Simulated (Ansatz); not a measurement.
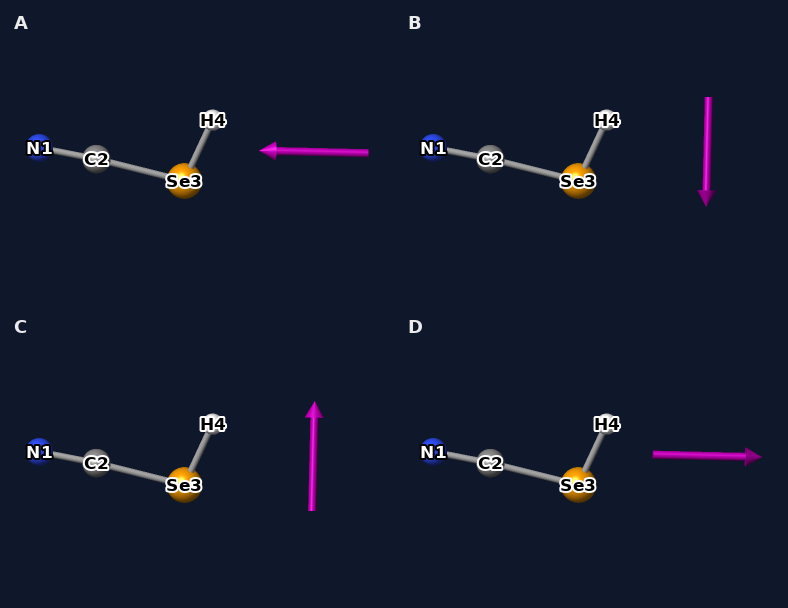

The same molecule four times, each with an arrow. The geometry was computed by an optimisation with PBE-D4/def2-SVP. No frequency run is at hand to confirm it as a minimum. Level of theory: RKS PBE-D4/def2-SVP (Ansatz 0.2.0).

> Which arrow points along the dipole moment, from the negative to the positive end?

D. The dipole moment is 3.54 D; it points from the side of N1 to the side of H4 (the outermost atoms at the two ends).
